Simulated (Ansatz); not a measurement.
**Geometry relaxation, with input and output: BH₄F**

- system: BH₄F
- method: RKS PBE0-D4/def2-SVP (Ansatz 0.2.0)

It belongs to a series of runs on one base structure; here: end point A relaxed. Figures and captions count atoms from 1; the log counts them from 0 in places.

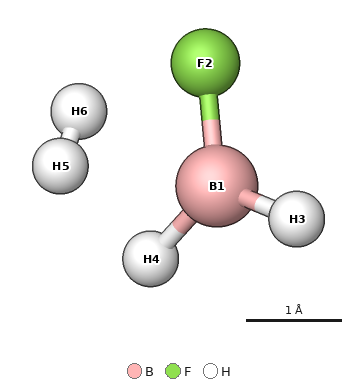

Fig. 1: The starting structure (ball-and-stick view, seen at a tilt; atoms are numbered from 1 in the order of the input). Bond lengths as drawn: B–F 1.32 Å, B–H 1.21 Å and H–H 0.72 Å.

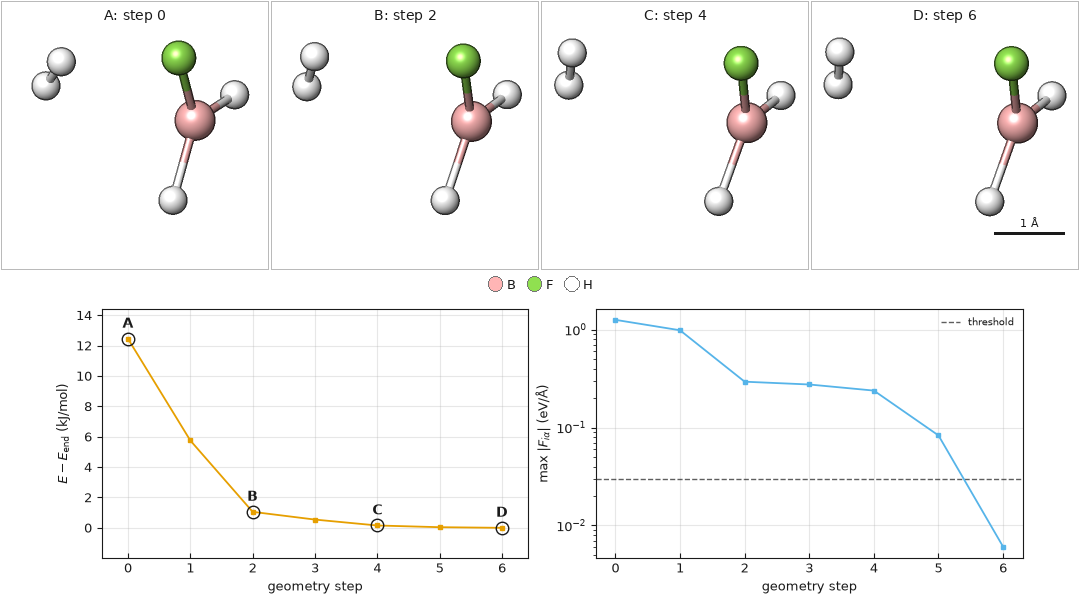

Fig. 2: Frames of the relaxation (ball-and-stick view, seen at a tilt) above the curves, on which the letters mark them (the first geometry is step 0 here and step 1 in the log).

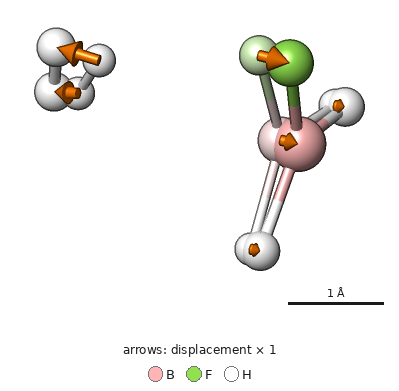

Fig. 3: Start (faint) and end (solid) with the displacements as orange arrows, at true length (ball-and-stick view, seen at a tilt). The two geometries are laid on each other by the best rigid fit. The energy falls by 12.5 kJ/mol in 6 geometry steps. Largest force component: 1.3 eV/Å at the start, 0.0061 eV/Å at the end. H6 moves most after the best rigid fit: 0.50 Å. By element the largest moves are H 0.50 Å, F 0.36 Å, B 0.20 Å. Distances before and after: H5–H6 0.719 → 0.761 Å, B1–F2 1.322 → 1.318 Å. (Atoms are counted from 1 in the order of the input.)

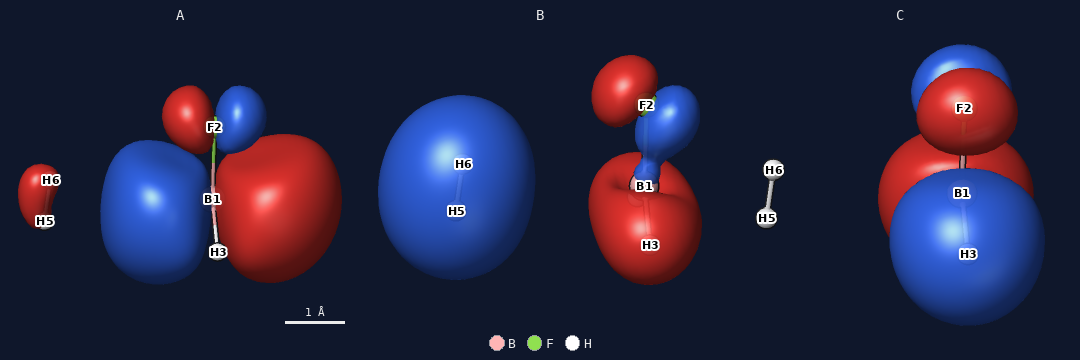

Fig. 4: Three frontier orbitals at ±0.1 Å⁻³ᐟ² (blue and red are the two phases). B is the HOMO−1 (−11.97 eV). It lies mainly on H5 (40 %), H6 (40 %) and B1 (10 %). C is the HOMO (−9.15 eV). Its weight (Hirshfeld) is mainly on B1 (30 %), H3 (25 %), H4 (25 %) and F2 (20 %). A is the LUMO (−0.84 eV). Its weight (Hirshfeld) is mainly on B1 (65 %) and F2 (15 %). The HOMO–LUMO gap is 8.31 eV between the orbital energies.

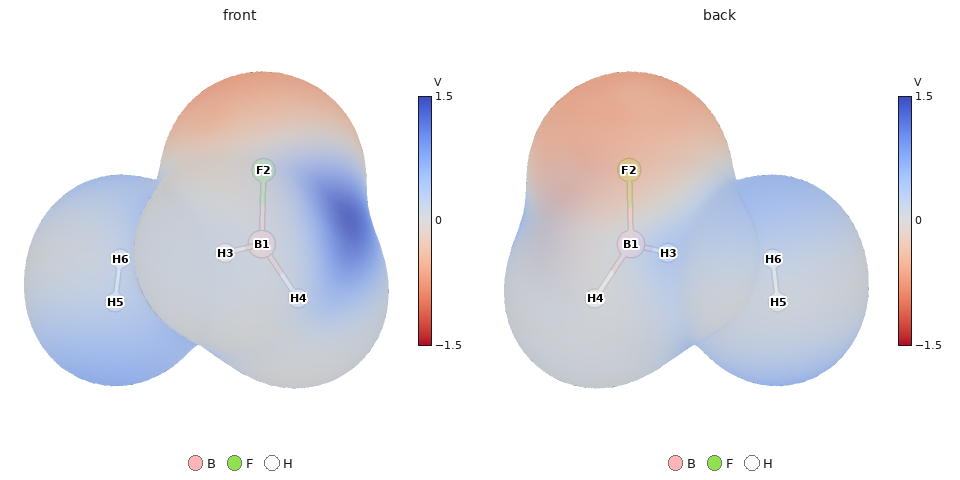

Fig. 5: The molecular electrostatic potential painted on the density surface at 0.001 e/bohr³, seen at a tilt and from behind; the colour scale runs from red (negative) to blue (positive).

The input that produced these results follows, with the program's output.

Input file
```yaml
crystal:
  periodic: [false, false, false]
  atoms:
    - { symbol: B, position_ang: [-0.002869, 0.251767, 0.069369] }
    - { symbol: F, position_ang: [-0.007663, 0.558611, 1.355729] }
    - { symbol: H, position_ang: [1.063391, 0.182578, -0.494097] }
    - { symbol: H, position_ang: [-1.066188, 0.112907, -0.486195] }
    - { symbol: H, position_ang: [0.070139, -2.066409, 0.652133] }
    - { symbol: H, position_ang: [0.054591, -1.565353, 1.167261] }
basis:
  gaussian: { orbitals: def2-SVP }
hamiltonian:
  xc: pbe0
  dispersion: d4
relax:
  f_tol: 0.03
  max_steps: 50
output:
  orbitals: {}
```

Launch command:
```bash
ansatz run input.yaml --threads 1 --pin off --max-ram 2048MiB --backend cpu --events-out ev --progress --plain --runs-dir out
```

The program's output
```
The last accepted step is kept in [file] (removed where the run ends without a failure and the disk answers)
Engine: ansatz 0.2.0, x86_64-unknown-linux-gnu
Functional definition: PBE0
  parameter a = 0.25
  parameter kappa = 0.804
  parameter beta = 0.06672455060314922
  exchange = (1 - a)*pbe_x(kappa = kappa, mu = beta*pi^2/3) + a*exact_x
  correlation = pbe_c(beta = beta)
519 factors; integrals over basis functions are off by at most 6.1e-4 eV
mean field evaluation 1: about -3451.0254 eV, gradient 2.0e1 eV
mean field evaluation 2: about -3450.7168 eV, gradient 2.6e1 eV
mean field evaluation 4: about -3451.7243 eV, gradient 4.3e-1 eV
mean field evaluation 8: about -3451.7236 eV, gradient 9.3e-4 eV
mean field -3451.72355256 eV, -126.8485008943 hartree, gradient 8.1e-5 eV, S^2 0.000000; 0 other end points of the search recorded, 0 dependent functions left out
the calculation of the forces begins
reference -3451.72357262 eV, -126.8485016314 hartree; 9, 9 occupied and 39, 39 virtual orbitals, 519 factors
relax step   1: F+E_penalty+E_count = -3451.75713527 eV  Δ(F+E_penalty+E_count) = +0.000e0 eV  max|allowed force component| = 1.258e0 eV/Å  Δτ_max = 0.0000 Å  (19 SCF iters, accepted)
these checks for a lower state are left out or cut short: starts, cluster_reference, orbital_swaps, neighbouring_geometries, increment
519 factors; integrals over basis functions are off by at most 4.3e-4 eV
mean field evaluation 16: about -3451.7934 eV, gradient 2.0e-5 eV
mean field -3451.79342817 eV, -126.8510687756 hartree, gradient 2.0e-5 eV, S^2 0.000000; 0 other end points of the search recorded, 0 dependent functions left out
the calculation of the forces begins
reference -3451.79344893 eV, -126.8510695384 hartree; 9, 9 occupied and 39, 39 virtual orbitals, 519 factors
relax step   2: F+E_penalty+E_count = -3451.82655971 eV  Δ(F+E_penalty+E_count) = -6.942e-2 eV  max|allowed force component| = 9.846e-1 eV/Å  Δτ_max = 0.1958 Å  (24 SCF iters, accepted)
these checks for a lower state are left out or cut short: starts, cluster_reference, orbital_swaps, neighbouring_geometries, increment
519 factors; integrals over basis functions are off by at most 4.5e-4 eV
mean field -3451.84268255 eV, -126.8528788407 hartree, gradient 1.4e-5 eV, S^2 0.000000; 0 other end points of the search recorded, 0 dependent functions left out
the calculation of the forces begins
reference -3451.84270359 eV, -126.8528796138 hartree; 9, 9 occupied and 39, 39 virtual orbitals, 519 factors
relax step   3: F+E_penalty+E_count = -3451.87526391 eV  Δ(F+E_penalty+E_count) = -4.870e-2 eV  max|allowed force component| = 2.939e-1 eV/Å  Δτ_max = 0.1389 Å  (22 SCF iters, accepted)
these checks for a lower state are left out or cut short: starts, cluster_reference, orbital_swaps, neighbouring_geometries, increment
519 factors; integrals over basis functions are off by at most 4.2e-4 eV
mean field -3451.84828555 eV, -126.8530847473 hartree, gradient 4.9e-5 eV, S^2 0.000000; 0 other end points of the search recorded, 0 dependent functions left out
the calculation of the forces begins
reference -3451.84830683 eV, -126.8530855291 hartree; 9, 9 occupied and 39, 39 virtual orbitals, 519 factors
relax step   4: F+E_penalty+E_count = -3451.88054732 eV  Δ(F+E_penalty+E_count) = -5.283e-3 eV  max|allowed force component| = 2.752e-1 eV/Å  Δτ_max = 0.0607 Å  (21 SCF iters, accepted)
these checks for a lower state are left out or cut short: starts, cluster_reference, orbital_swaps, neighbouring_geometries, increment
519 factors; integrals over basis functions are off by at most 4.2e-4 eV
mean field evaluation 32: about -3451.8532 eV, gradient 2.5e-2 eV
mean field -3451.85318943 eV, -126.8532649616 hartree, gradient 4.2e-5 eV, S^2 0.000000; 0 other end points of the search recorded, 0 dependent functions left out
the calculation of the forces begins
reference -3451.85321096 eV, -126.8532657525 hartree; 9, 9 occupied and 39, 39 virtual orbitals, 519 factors
relax step   5: F+E_penalty+E_count = -3451.88457463 eV  Δ(F+E_penalty+E_count) = -4.027e-3 eV  max|allowed force component| = 2.384e-1 eV/Å  Δτ_max = 0.1357 Å  (21 SCF iters, accepted)
these checks for a lower state are left out or cut short: starts, cluster_reference, orbital_swaps, neighbouring_geometries, increment
519 factors; integrals over basis functions are off by at most 4.2e-4 eV
mean field -3451.85447681 eV, -126.8533122719 hartree, gradient 1.4e-5 eV, S^2 0.000000; 0 other end points of the search recorded, 0 dependent functions left out
the calculation of the forces begins
reference -3451.85449836 eV, -126.8533130639 hartree; 9, 9 occupied and 39, 39 virtual orbitals, 519 factors
relax step   6: F+E_penalty+E_count = -3451.88574350 eV  Δ(F+E_penalty+E_count) = -1.169e-3 eV  max|allowed force component| = 8.304e-2 eV/Å  Δτ_max = 0.0151 Å  (19 SCF iters, accepted)
these checks for a lower state are left out or cut short: starts, cluster_reference, orbital_swaps, neighbouring_geometries, increment
519 factors; integrals over basis functions are off by at most 4.2e-4 eV
mean field -3451.85500793 eV, -126.8533317902 hartree, gradient 6.7e-6 eV, S^2 0.000000; 0 other end points of the search recorded, 0 dependent functions left out
the calculation of the forces begins
reference -3451.85502951 eV, -126.8533325832 hartree; 9, 9 occupied and 39, 39 virtual orbitals, 519 factors
relax step   7: F+E_penalty+E_count = -3451.88617430 eV  Δ(F+E_penalty+E_count) = -4.308e-4 eV  max|allowed force component| = 6.065e-3 eV/Å  Δτ_max = 0.0229 Å  (20 SCF iters, accepted)
519 factors; integrals over basis functions are off by at most 4.2e-4 eV
mean field -3451.85500793 eV, -126.8533317902 hartree, gradient 6.7e-6 eV, S^2 0.000000; 1 other end points of the search recorded, 0 dependent functions left out
the calculation of the forces begins
reference -3451.85502951 eV, -126.8533325832 hartree; 9, 9 occupied and 39, 39 virtual orbitals, 519 factors
Total energy: -3451.88619588 eV, -126.8544779260 hartree
Atom 0 at    -0.009278     0.449500     0.025283 Å, force    -0.000111     0.002486     0.000982 eV/Å
Atom 1 at    -0.019343     0.904121     1.261896 Å, force     0.000034    -0.000957    -0.002047 eV/Å
Atom 2 at     1.063561     0.296143    -0.510912 Å, force    -0.000426    -0.000683    -0.000372 eV/Å
Atom 3 at    -1.074023     0.229753    -0.503896 Å, force     0.000452    -0.000573    -0.000436 eV/Å
Atom 4 at     0.079743    -2.371733     0.655060 Å, force    -0.000179     0.005793    -0.001799 eV/Å
Atom 5 at     0.070741    -2.033683     1.336769 Å, force     0.000229    -0.006065     0.003671 eV/Å
Dipole moment:     0.002037    -0.076846    -0.102177 e Å
```

Trajectory as extended XYZ (Å, eV, eV/Å), 7 frames, from step=1 to step=7
```
6
Properties=species:S:1:pos:R:3:forces:R:3 step=1 energy=-3451.75713
B    -0.0029    0.2518    0.0694    0.0066   0.0135  -0.0584
F    -0.0077    0.5586    1.3557   -0.0134   0.3687   0.0690
H     1.0634    0.1826   -0.4941    0.0225   0.0150  -0.0026
H    -1.0662    0.1129   -0.4862   -0.0290   0.0155  -0.0032
H     0.0701   -2.0664    0.6521    0.0391  -1.2582  -1.2410
H     0.0546   -1.5654    1.1673   -0.0257   0.8455   1.2362
6
Properties=species:S:1:pos:R:3:forces:R:3 step=2 energy=-3451.82656
B    -0.0030    0.2589    0.0857   -0.0289   0.9846   0.2982
F    -0.0141    0.7525    1.3288    0.0105  -0.4010  -0.5213
H     1.0625    0.1967   -0.4820    0.0304  -0.2529   0.0986
H    -1.0663    0.1283   -0.4742   -0.0151  -0.2529   0.0979
H     0.0733   -2.1730    0.6099    0.0003  -0.0038  -0.0627
H     0.0589   -1.6893    1.1961    0.0027  -0.0741   0.0893
6
Properties=species:S:1:pos:R:3:forces:R:3 step=3 energy=-3451.87526
B    -0.0062    0.3550    0.0533   -0.0027   0.1419   0.2318
F    -0.0154    0.7865    1.3074    0.0011  -0.0792  -0.2939
H     1.0657    0.2253   -0.4922   -0.0173  -0.0035   0.0238
H    -1.0715    0.1579   -0.4848    0.0168  -0.0019   0.0235
H     0.0755   -2.2366    0.6232   -0.0007   0.0249   0.0346
H     0.0633   -1.8139    1.2573    0.0027  -0.0822  -0.0198
6
Properties=species:S:1:pos:R:3:forces:R:3 step=4 energy=-3451.88055
B    -0.0071    0.3818    0.0532    0.0008  -0.0575  -0.2752
F    -0.0170    0.8318    1.2871   -0.0020   0.0862   0.2131
H     1.0652    0.2363   -0.4901   -0.0273   0.0032   0.0235
H    -1.0718    0.1696   -0.4830    0.0272   0.0052   0.0233
H     0.0766   -2.2726    0.6249   -0.0001   0.0039  -0.0030
H     0.0655   -1.8728    1.2721    0.0014  -0.0410   0.0183
6
Properties=species:S:1:pos:R:3:forces:R:3 step=5 energy=-3451.88458
B    -0.0090    0.4403    0.0326    0.0010  -0.0319  -0.0312
F    -0.0192    0.9002    1.2676    0.0001  -0.0008  -0.0211
H     1.0640    0.2818   -0.5051   -0.0246   0.0179   0.0234
H    -1.0735    0.2153   -0.4980    0.0233   0.0193   0.0228
H     0.0795   -2.3645    0.6453   -0.0038   0.1387   0.2384
H     0.0696   -1.9990    1.3217    0.0040  -0.1432  -0.2323
6
Properties=species:S:1:pos:R:3:forces:R:3 step=6 energy=-3451.88574
B    -0.0091    0.4457    0.0299    0.0013  -0.0325  -0.0474
F    -0.0193    0.9045    1.2644   -0.0003   0.0099   0.0148
H     1.0635    0.2881   -0.5072   -0.0122   0.0120   0.0140
H    -1.0734    0.2216   -0.5002    0.0111   0.0128   0.0138
H     0.0798   -2.3722    0.6515   -0.0015   0.0539   0.0830
H     0.0700   -2.0136    1.3257    0.0016  -0.0561  -0.0782
6
Properties=species:S:1:pos:R:3:forces:R:3 step=7 energy=-3451.88617
B    -0.0093    0.4495    0.0253   -0.0001   0.0025   0.0010
F    -0.0193    0.9041    1.2619    0.0000  -0.0010  -0.0020
H     1.0636    0.2961   -0.5109   -0.0004  -0.0007  -0.0004
H    -1.0740    0.2298   -0.5039    0.0005  -0.0006  -0.0004
H     0.0797   -2.3717    0.6551   -0.0002   0.0058  -0.0018
H     0.0707   -2.0337    1.3368    0.0002  -0.0061   0.0037
```

Results in brief

| quantity | value |
| --- | --- |
| outcome | converged |
| total energy | −3451.8862 eV |
| mean-field energy | −3451.8550 eV |
| largest force (length of the vector) at the end | 0.007 eV/Å |
| hardware | 1 thread of AMD EPYC (Zen 3), 32 GiB of memory available, shared host |
| wall time | 5.8 s |
| peak memory | 0.12 GiB |
